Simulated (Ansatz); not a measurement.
# F2Ga2H4 (SMILES [F+]1[GaH2-][F+][GaH2-]1): what the fields show

The calculation's input:

```
crystal:
  periodic: [false, false, false]
  atoms:
    - {symbol: F, position_ang: [-0.773112, 0.049145, 0.969968]}
    - {symbol: Ga, position_ang: [0.083905, 1.492329, -0.008614]}
    - {symbol: F, position_ang: [0.773273, -0.049150, -0.969857]}
    - {symbol: Ga, position_ang: [-0.083903, -1.492333, 0.008605]}
    - {symbol: H, position_ang: [-1.001383, 2.143504, -0.906898]}
    - {symbol: H, position_ang: [1.235977, 2.028259, 0.882623]}
    - {symbol: H, position_ang: [1.001351, -2.143730, 0.906765]}
    - {symbol: H, position_ang: [-1.236107, -2.028025, -0.882601]}
basis:
  gaussian: {orbitals: def2-TZVPP}
hamiltonian: {xc: pbe0, dispersion: d4}
output: {orbitals: {seedname: orbitals}}
```

Launched as:

```sh
ansatz run in.yaml --threads 4 --pin off --events-out ev --progress --plain --max-ram 10444MiB
```

Geometry: PBE0-D4/def2-TZVP.

All numbers below come from RKS PBE0-D4/def2-TZVPP in Ansatz.

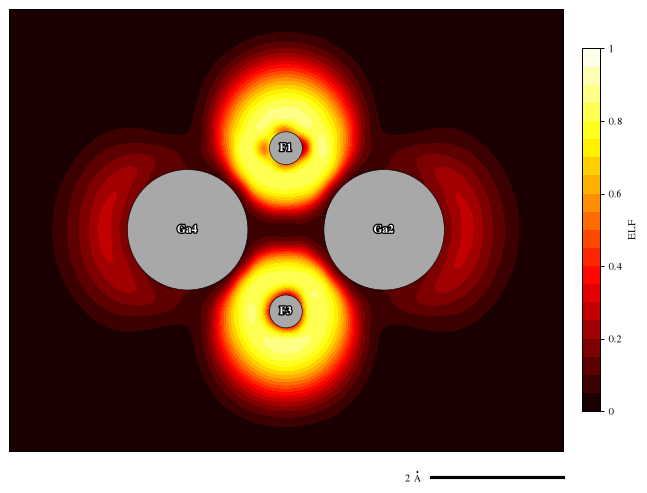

Figure 1. Electron localisation function on the plane of atoms F1, Ga2 and F3. Grey discs cover the atomic cores.

What does the map show?

- Atoms in the plane: F and Ga.
- Ga–F (1.94 Å): the ELF peaks at about 0.85 in the valence shell of F, 0.5 Å from its nucleus, and is about 0.15 at the midpoint.
- The ELF also peaks beside F3 and F1, away from the bonds: lone-pair regions.

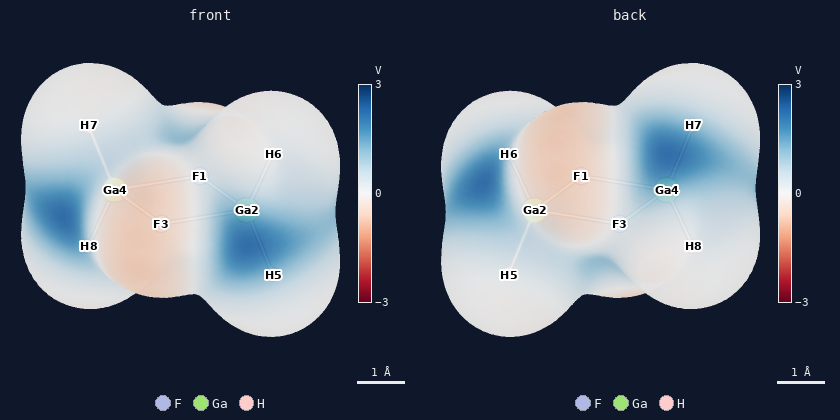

Figure 2. The molecular electrostatic potential painted on the density surface at 0.002 e/bohr³, seen from the front and from behind; the colour scale runs from red (negative) to blue (positive).

Which sites attract a positive test charge, and which a negative one?

A positive charge is drawn to the negative regions and a negative charge to the positive ones. The most negative region (about −0.7 V) lies over F1 and F3, the most positive (about +2.3 V) over Ga2 and Ga4.

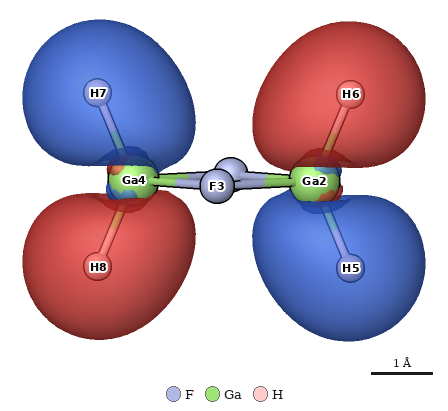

Figure 3. The HOMO−1 at ±0.06 Å⁻³ᐟ² (blue and red are the two phases), seen across its widest extent.

What is the character of this orbital?

It lies mainly on Ga2 (about 20 %), Ga4 (about 20 %), H6 (about 15 %), H5 (about 15 %), H7 (about 15 %) and H8 (about 15 %); it is gerade (even under inversion). Its energy is −9.05 eV.
